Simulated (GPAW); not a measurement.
## SrVS3 (model structure): optical spectrum from first principles

Aim: the dielectric function of SrVS3 (model structure), and the optical constants that follow from it. The structure is a model built here, which may or may not match a known phase. It was built so: All O replaced by S in the Pm-3m structure of SrVO3. The cell given below was relaxed beforehand with Ansatz.

Calculated with GPAW 26.7.0; DFT, PBE, plane-wave PAW (GPAW data sets), scalar-relativistic, RPA, optical limit.

## 1. Set-up

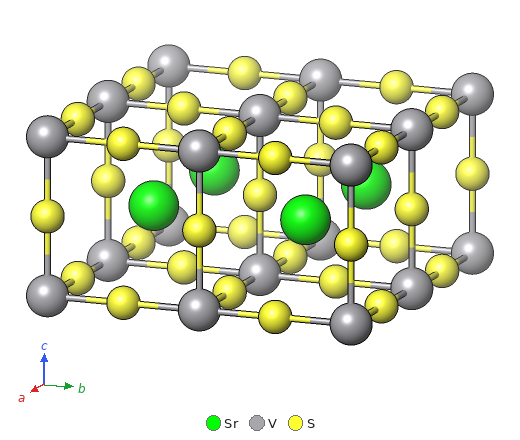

The starting structure, seen slightly off an axis (strontium green, vanadium grey, sulfur yellow). 2×2×1 cells are drawn. Some periodic images of atoms are drawn too.

Coordinates:

```
Sr V S
1.0
     4.68639    0.00000    0.00000
     0.00000    4.68639    0.00000
     0.00000    0.00000    4.68639
Sr V S
1 1 3
Direct
  0.50000 0.50000 0.50000
  0.00000 0.00000 0.00000
  0.00000 0.00000 0.50000
  0.00000 0.50000 0.00000
  0.50000 0.00000 0.00000
```

## 2. Ground state

The self-consistent density comes first; it also tells whether there is a gap, which decides the occupations and the need for a Drude term.

This step: DFT, PBE, plane-wave PAW (GPAW data sets), scalar-relativistic, ground state (GPAW 26.7.0).

gs.py

```python
from ase import Atoms
from ase.dft.bandgap import bandgap
from gpaw import GPAW, PW, FermiDirac

atoms = Atoms(['Sr', 'V', 'S', 'S', 'S'],
              cell=[[4.68639046, 0.00000000, 0.00000000],
                    [0.00000000, 4.68639046, 0.00000000],
                    [0.00000000, 0.00000000, 4.68639046]],
              scaled_positions=[[0.50000000, 0.50000000, 0.50000000],
                                [0.00000000, 0.00000000, 1.00000000],
                                [1.00000000, 1.00000000, 0.50000000],
                                [1.00000000, 0.50000000, 0.00000000],
                                [0.50000000, 0.00000000, 0.00000000]],
              pbc=[True, True, True])
atoms.set_initial_magnetic_moments([0.0, 2.0, 0.0, 0.0, 0.0])
atoms.calc = GPAW(mode=PW(400), xc='PBE', kpts={'size': (5, 5, 5), 'gamma': True},
                  occupations=FermiDirac(0.05), maxiter=150, txt='gs.txt')
print('energy (eV)', atoms.get_potential_energy())
print('Fermi level (eV)', atoms.calc.get_fermi_level())
print('valence electrons', atoms.calc.get_number_of_electrons())
print('gap (eV)', bandgap(atoms.calc, output=None)[0])
print('direct gap (eV)', bandgap(atoms.calc, direct=True, output=None)[0])
print('moments', atoms.get_magnetic_moments().round(3).tolist())
atoms.calc.write('gs.gpw')
```

Run with:

```sh
OMP_NUM_THREADS=1 python gs.py
```

Numbers of over 12 decimals in the logs are rounded to 6 here.

Output:

```text
__  _  _
 | _ |_)|_||  |
 |__||  | ||/\| - 26.7.0

Versions:
  Python: 3.12.14
  ASE:    3.29.0
  Numpy:  2.5.5
  Scipy:  1.18.1
  Libxc:  7.0.0

Input parameters:
  mode=PW(ecut=400.0),
  kpts=MonkhorstPack(size=(5, 5, 5), gamma=True),
  maxiter=150,
  occupations=Occupations(name='fermi-dirac', width=0.05, fixmagmom=False),
  xc=XC(name='PBE')

Diagonalizing LCAO Hamiltonian
Converting LCAO to pw mode
    .-----------.
   /|           |
  / |           |
 *  |           |
 |  |    Sr     |
 |  |           |
 S  .-----------.
 | S           /
 |/           /
 V-----S-----*

Atoms  # Å, Bohr magnetons
|   | symbol |        x |        y |        z |    initial magnetic moments |
| 0 |     Sr | 2.343195 | 2.343195 | 2.343195 | ( 0.0000,  0.0000,  0.0000) |
| 1 |      V | 0.000000 | 0.000000 | 4.686390 | ( 0.0000,  0.0000,  2.0000) |
| 2 |      S | 4.686390 | 4.686390 | 2.343195 | ( 0.0000,  0.0000,  0.0000) |
| 3 |      S | 4.686390 | 2.343195 | 0.000000 | ( 0.0000,  0.0000,  0.0000) |
| 4 |      S | 2.343195 | 0.000000 | 0.000000 | ( 0.0000,  0.0000,  0.0000) |

Unit cell  # Å
| periodic |        x |        y |        z |  lengths |    angles |
|      yes | 4.686390 | 0.000000 | 0.000000 | 4.686390 | 90.000000 |
|      yes | 0.000000 | 4.686390 | 0.000000 | 4.686390 | 90.000000 |
|      yes | 0.000000 | 0.000000 | 4.686390 | 4.686390 | 90.000000 |

Number of symmetries: 48
Symmetry operations  # r_c * U_cc + t_c -> r_c
|    | kind |            matrix            |
|  0 |  E   |  1, 0, 0,  0, 1, 0,  0, 0, 1 |
|  1 |  σ   |  1, 0, 0,  0, 1, 0,  0, 0,-1 |
|  2 |  σ   |  1, 0, 0,  0, 0, 1,  0, 1, 0 |
|  3 |  C4  |  1, 0, 0,  0, 0, 1,  0,-1, 0 |
|  4 |  C4  |  1, 0, 0,  0, 0,-1,  0, 1, 0 |
|  5 |  σ   |  1, 0, 0,  0, 0,-1,  0,-1, 0 |
|  6 |  σ   |  1, 0, 0,  0,-1, 0,  0, 0, 1 |
|  7 |  C2  |  1, 0, 0,  0,-1, 0,  0, 0,-1 |
|  8 |  σ   |  0, 1, 0,  1, 0, 0,  0, 0, 1 |
|  9 |  C2  |  0, 1, 0,  1, 0, 0,  0, 0,-1 |
| 10 |  C3  |  0, 1, 0,  0, 0, 1,  1, 0, 0 |
| 11 |  S6  |  0, 1, 0,  0, 0, 1, -1, 0, 0 |
| 12 |  S6  |  0, 1, 0,  0, 0,-1,  1, 0, 0 |
| 13 |  C3  |  0, 1, 0,  0, 0,-1, -1, 0, 0 |
| 14 |  C4  |  0, 1, 0, -1, 0, 0,  0, 0, 1 |
| 15 |  S4  |  0, 1, 0, -1, 0, 0,  0, 0,-1 |
| 16 |  C3  |  0, 0, 1,  1, 0, 0,  0, 1, 0 |
| 17 |  S6  |  0, 0, 1,  1, 0, 0,  0,-1, 0 |
| 18 |  σ   |  0, 0, 1,  0, 1, 0,  1, 0, 0 |
| 19 |  C4  |  0, 0, 1,  0, 1, 0, -1, 0, 0 |
| 20 |  C2  |  0, 0, 1,  0,-1, 0,  1, 0, 0 |
| 21 |  S4  |  0, 0, 1,  0,-1, 0, -1, 0, 0 |
| 22 |  S6  |  0, 0, 1, -1, 0, 0,  0, 1, 0 |
| 23 |  C3  |  0, 0, 1, -1, 0, 0,  0,-1, 0 |
| 24 |  S6  |  0, 0,-1,  1, 0, 0,  0, 1, 0 |
| 25 |  C3  |  0, 0,-1,  1, 0, 0,  0,-1, 0 |
| 26 |  C4  |  0, 0,-1,  0, 1, 0,  1, 0, 0 |
| 27 |  σ   |  0, 0,-1,  0, 1, 0, -1, 0, 0 |
| 28 |  S4  |  0, 0,-1,  0,-1, 0,  1, 0, 0 |
| 29 |  C2  |  0, 0,-1,  0,-1, 0, -1, 0, 0 |
| 30 |  C3  |  0, 0,-1, -1, 0, 0,  0, 1, 0 |
| 31 |  S6  |  0, 0,-1, -1, 0, 0,  0,-1, 0 |
| 32 |  C4  |  0,-1, 0,  1, 0, 0,  0, 0, 1 |
| 33 |  S4  |  0,-1, 0,  1, 0, 0,  0, 0,-1 |
| 34 |  S6  |  0,-1, 0,  0, 0, 1,  1, 0, 0 |
| 35 |  C3  |  0,-1, 0,  0, 0, 1, -1, 0, 0 |
| 36 |  C3  |  0,-1, 0,  0, 0,-1,  1, 0, 0 |
| 37 |  S6  |  0,-1, 0,  0, 0,-1, -1, 0, 0 |
| 38 |  σ   |  0,-1, 0, -1, 0, 0,  0, 0, 1 |
| 39 |  C2  |  0,-1, 0, -1, 0, 0,  0, 0,-1 |
| 40 |  σ   | -1, 0, 0,  0, 1, 0,  0, 0, 1 |
| 41 |  C2  | -1, 0, 0,  0, 1, 0,  0, 0,-1 |
| 42 |  C2  | -1, 0, 0,  0, 0, 1,  0, 1, 0 |
| 43 |  S4  | -1, 0, 0,  0, 0, 1,  0,-1, 0 |
| 44 |  S4  | -1, 0, 0,  0, 0,-1,  0, 1, 0 |
| 45 |  C2  | -1, 0, 0,  0, 0,-1,  0,-1, 0 |
| 46 |  C2  | -1, 0, 0,  0,-1, 0,  0, 0, 1 |
| 47 |  i   | -1, 0, 0,  0,-1, 0,  0, 0,-1 |

BZ-sampling:
  Number of BZ points: 125
  Number of IBZ points: 10

  Monkhorst-Pack size: [5, 5, 5]
  Monkhorst-Pack shift: [0, 0, 0]

K-points  # in reciprocal-cell coordinates
|   |                                coordinates |     weight |
| 0 | (  0.00000000,   0.00000000,   0.00000000) | 0.00800000 |
| 1 | (  0.20000000,   0.00000000,   0.00000000) | 0.04800000 |
| 2 | (  0.20000000,   0.20000000,   0.00000000) | 0.09600000 |
| 3 | (  0.20000000,   0.20000000,   0.20000000) | 0.06400000 |
| 4 | (  0.40000000,   0.00000000,   0.00000000) | 0.04800000 |
| 5 | (  0.40000000,   0.20000000,   0.00000000) | 0.19200000 |
| 6 | (  0.40000000,   0.20000000,   0.20000000) | 0.19200000 |
| 7 | (  0.40000000,   0.40000000,   0.00000000) | 0.09600000 |
| 8 | (  0.40000000,   0.40000000,   0.20000000) | 0.19200000 |
| 9 | (  0.40000000,   0.40000000,   0.40000000) | 0.06400000 |

Plane wave coefficients: 1887
Cutoff: 400.0 eV

Spin-components: 2 (collinear spins)
Bands:           30
Projectors:      26
Spin-degeneracy: 1
Datatype:        complex128

Parallelization:
  kpt:    1
  domain: 1
  band:   1

Density:
  Valence electrons: 41.0
  Components: 2
  Grid points: [24 24 24]
  Charge: 0.0  # |e|

Potential:
  Grid points: [24 24 24]

species:
  Sr:
    name:    Strontium
    id:
    Z:       38.0
    valence: 10
    core:    28
    charge:  0.0  # [|e|]
    compensation charges:
      type: gauss
      rc: 0.40  # [Å]
      lmax: 2
    cutoffs:
      filter: 2.39  # [Å]
      core: 1.85  # [Å]
    projectors
    | kind |    occ | energy [eV] | rcut [Å] |
    |   4s |  2.000 |     -40.883 |    1.291 |
    |   5s |  2.000 |      -3.525 |    1.291 |
    |   4p |  6.000 |     -22.826 |    1.291 |
    |    p |        |       4.386 |    1.291 |
    |    d |        |       0.000 |    1.254 |

    Using partial waves for Sr as LCAO basis

  V:
    name:    Vanadium
    id:
    Z:       23.0
    valence: 13
    core:    10
    charge:  0.0  # [|e|]
    compensation charges:
      type: gauss
      rc: 0.37  # [Å]
      lmax: 2
    cutoffs:
      filter: 2.14  # [Å]
      core: 0.96  # [Å]
    projectors
    | kind |    occ | energy [eV] | rcut [Å] |
    |   3s |  2.000 |     -70.222 |    1.254 |
    |   4s |  2.000 |      -4.702 |    1.254 |
    |   3p |  6.000 |     -44.043 |    1.281 |
    |   4p |  0.000 |      -1.444 |    1.281 |
    |   3d |  3.000 |      -5.164 |    1.169 |
    |    d |        |      22.047 |    1.169 |

    Using partial waves for V as LCAO basis

  S:
    name:    Sulfur
    id:
    Z:       16.0
    valence: 6
    core:    10
    charge:  0.0  # [|e|]
    compensation charges:
      type: gauss
      rc: 0.24  # [Å]
      lmax: 2
    cutoffs:
      filter: 1.77  # [Å]
      core: 1.66  # [Å]
    projectors
    | kind |    occ | energy [eV] | rcut [Å] |
    |   3s |  2.000 |     -17.254 |    0.974 |
    |   3p |  4.000 |      -7.008 |    0.979 |
    |    s |        |       9.957 |    0.974 |
    |    p |        |      20.203 |    0.979 |
    |    d |        |       0.000 |    0.900 |

    Using partial waves for S as LCAO basis

Reference energy: -144890.125263  # eV

eigensolver:
  PPCG
  Converge bands: occupied
  niter=2

density mixing:
  MSR1-Mixer
  Pratt-step length: 0.05
  Maximum mixing coefficient: 0.75
  Old densities: 10
  SVD Regularization: 0.005
  Good broyden scale: 1.0
  Trust region scale: 1.0
  Backstep threshold: 4.0
  History deletion threshold: 6.0
  Fourier metric: weight=20.0, sigma=0.015

occupation numbers:
  Fermi-Dirac:
    width: 0.0500  # eV

poisson solver:
  ecut: 3200.0  # eV

xc functional:
  name: PBE with 2 nearest neighbor stencil

convergence criteria:
- Maximum [total energy] change in last 3 cyles: 0.0005 eV / valence electron
- Maximum integral of absolute [dens]ity change: 0.0001 electrons / valence electron
- Maximum integral of absolute [eigenst]ate change: 4e-08 eV^2 / valence electron
maximum number of iterations: 150

SCF iterations
|iter     |      energy | eigst |  dens |  magmom |
|iter:   1||  -28.917584 | +0.20 |       |  +2.0054|
|iter:   2||  -28.604426 | -1.44 | -1.01 |  +1.9540|
|iter:   3||  -28.212481 | -1.69 | -1.07 |  +1.5897|
|iter:   4||  -28.418208 | -1.77 | -1.39 |  +1.3472|
|iter:   5||  -28.259491 | -2.16 | -1.34 |  +1.0842|
|iter:   6||  -28.273317 | -2.47 | -1.70 |  +0.7458|
|iter:   7||  -28.272461c| -3.33 | -2.21 |  +0.7576|
|iter:   8||  -28.272684c| -4.55 | -2.55 |  +0.7696|
|iter:   9||  -28.272770c| -4.96 | -2.92 |  +0.7859|
|iter:  10||  -28.272764c| -6.00 | -3.69 |  +0.7868|
|iter:  11||  -28.272759c| -6.34 | -4.02c|  +0.7871|
|iter:  12||  -28.272758c| -7.38 | -4.74c|  +0.7871|
|iter:  13||  -28.272758c| -7.70c| -5.30c|  +0.7871|

Converged in 13 steps
SCF loop duration: 17.431 s (1.341 s/step)
Energy contributions relative to reference atoms: (reference = -144890.125263)

Energy contributions:
  Kinetic:          17.631556
  Coulomb:         -17.506722
  Zero:              0.022055
  External:          0.000000
  Xc:              -28.408535
  Entropy:          -0.022226
  Spinorbit:         0.000000
  ----------------------------
  Free energy:     -28.283871
  Extrapolated:    -28.272758

dipole moment: (-41.421205, -41.421205, -41.421205)  # |e|*Ang

Total magnetic moment: (0.000000, 0.000000, 0.787053)

Local magnetic moments
|        x |        y |         z |
| 0.000000 | 0.000000 |  0.001853 |  # Sr   0
| 0.000000 | 0.000000 |  0.722989 |  # V    1
| 0.000000 | 0.000000 | -0.010119 |  # S    2
| 0.000000 | 0.000000 | -0.010119 |  # S    3
| 0.000000 | 0.000000 | -0.010119 |  # S    4

Fermi level: 6.447
Eigenvalues  # (at kpt = [0.000, 0.000, 0.000])
| band index |      eig [eV] | occ [0-1] |      eig [eV] | occ [0-1] |
|          0 |       -59.080 |     1.000 |       -58.307 |     1.000 |
|        ... |               |           |               |           |
|         15 |         5.023 |     1.000 |         5.017 |     1.000 |
|         16 |         5.023 |     1.000 |         5.017 |     1.000 |
|         17 |         5.200 |     1.000 |         5.931 |     1.000 |
|         18 |         5.200 |     1.000 |         5.931 |     1.000 |
|         19 |         5.200 |     1.000 |         5.931 |     1.000 |
|         20 |         6.027 |     1.000 |         6.018 |     1.000 |
|         21 |         6.027 |     1.000 |         6.018 |     1.000 |
|         22 |         6.027 |     1.000 |         6.018 |     1.000 |
|         23 |         6.631 |     0.025 |         7.007 |     0.000 |
|         24 |         6.631 |     0.025 |         7.007 |     0.000 |
|         25 |         9.150 |     0.000 |         9.203 |     0.000 |
|         26 |         9.428 |     0.000 |         9.461 |     0.000 |
|         27 |         9.428 |     0.000 |         9.461 |     0.000 |
|         28 |        10.634 |     0.000 |        10.715 |     0.000 |
|         29 |        10.634 |     0.000 |        10.715 |     0.000 |

No gap
No difference between direct/indirect transitions

--- standard output ---
energy (eV) -28.272758
Fermi level (eV) 6.447275
valence electrons 41.0
gap (eV) 0.0
direct gap (eV) 0.0
moments [0.002, 0.723, -0.01, -0.01, -0.01]
```

Run time: 20 s. Hardware: 1 thread of Intel Xeon 6975P-C (Granite Rapids), shared host; peak memory 0.18 GiB.

Numbers from this step:

```
energy       : -28.27 eV
Fermi energy : 6.447 eV
electrons    : 41
site moments : 0.002, 0.723, -0.01, -0.01, -0.01 μB
```

There are states at the Fermi level within the smearing, so the occupations stay smeared and the carriers get a Drude term.

## 3. Bands for the response

At the fixed density, many empty bands are solved on the mesh of the response, since the spectrum sums over them.

This step: DFT, PBE, plane-wave PAW (GPAW data sets), scalar-relativistic, bands at fixed density (GPAW 26.7.0).

nscf.py

```python
from ase.dft.bandgap import bandgap
from gpaw import GPAW, FermiDirac

calc = GPAW('gs.gpw').fixed_density(kpts={'size': (8, 8, 8), 'gamma': True}, nbands=56, convergence={'bands': 50},
                                    occupations=FermiDirac(0.05), txt='nscf.txt')
print('gap (eV)', bandgap(calc, output=None)[0])
print('direct gap (eV)', bandgap(calc, direct=True, output=None)[0])
calc.write('full.gpw', mode='all')
```

Run with:

```sh
OMP_NUM_THREADS=1 python nscf.py
```

Output:

```text
Diagonalizing LCAO Hamiltonian
Converting LCAO to pw mode
convergence criteria:
- Maximum integral of absolute [eigenst]ate change: 4e-08 eV^2 / valence electron
maximum number of iterations: 150

SCF iterations
|iter     |      energy | eigst |  dens |  magmom |
|iter:   1||             | +3.07 |       |  +0.7871|
|iter:   2||             | +2.00 |       |  +0.7871|
|iter:   3||             | +1.16 |       |  +0.7871|
|iter:   4||             | +0.20 |       |  +0.7871|
|iter:   5||             | -0.55 |       |  +0.7871|
|iter:   6||             | -1.44 |       |  +0.7871|
|iter:   7||             | -2.19 |       |  +0.7871|
|iter:   8||             | -3.07 |       |  +0.7871|
|iter:   9||             | -3.81 |       |  +0.7871|
|iter:  10||             | -4.68 |       |  +0.7871|
|iter:  11||             | -5.41 |       |  +0.7871|
|iter:  12||             | -6.24 |       |  +0.7871|
|iter:  13||             | -6.91 |       |  +0.7871|
|iter:  14||             | -7.38 |       |  +0.7871|
|iter:  15||             | -7.83c|       |  +0.7871|
SCF steps: 15
  __  _  _
 | _ |_)|_||  |
 |__||  | ||/\| - 26.7.0

Versions:
  Python: 3.12.14
  ASE:    3.29.0
  Numpy:  2.5.5
  Scipy:  1.18.1
  Libxc:  7.0.0

Input parameters:
  mode=PW(ecut=400.0),
  convergence={'bands': 50},
  gpts=array([24, 24, 24]),
  kpts=MonkhorstPack(size=(8, 8, 8), gamma=True),
  maxiter=150,
  nbands=56,
  occupations=Occupations(name='fermi-dirac', width=0.05, fixmagmom=False),
  parallel={},
  xc=XC(name='PBE')

--- standard output ---
gap (eV) 0.0
direct gap (eV) 0.0
```

It took 1.7 min on 1 thread; peak memory 0.3 GiB.

[end of part 1 of 2]

[Machine, clock and banner lines and Python warnings are left out of the logs.]

[Logs are printed without paths, hosts, clocks, repeated set-up lines and the standing remarks that a program may print on its own settings, such as how far it seeks lower states.]

[Hosts, paths, dates, database ids (printed as entryN), source tags and the programs' standing remarks are cut or masked in the printed files.]
